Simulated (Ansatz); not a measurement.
Consider WS₂ in the 2H-MoS2 type structure (space group P6_3/mmc, No. 194; a = 3.115 Å, c = 11.773 Å; layered, stacked along the Cartesian z axis).

One thing is altered: a hydrostatic pressure of 4.5 GPa.

Method: plane-wave PAW DFT at the PBEsol-D3(BJ) level (Ansatz, a first-principles code, 420 eV), without spin-orbit coupling.

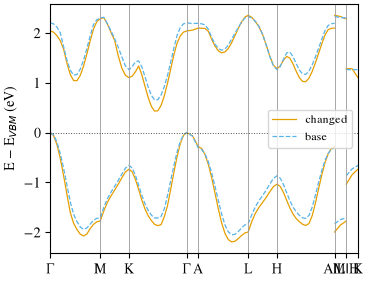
Highest valence and lowest conduction band along the path, each from its own valence-band maximum

Task: Read the changed gap and its character from the plot.

Result: About 0.4 eV, indirect, Γ → K–Γ (44 % along).

With W present, leaving out spin-orbit coupling can change the band edges. Load acts through the strain it causes; cell and atoms are relaxed under it. No phonon test of stability was made.
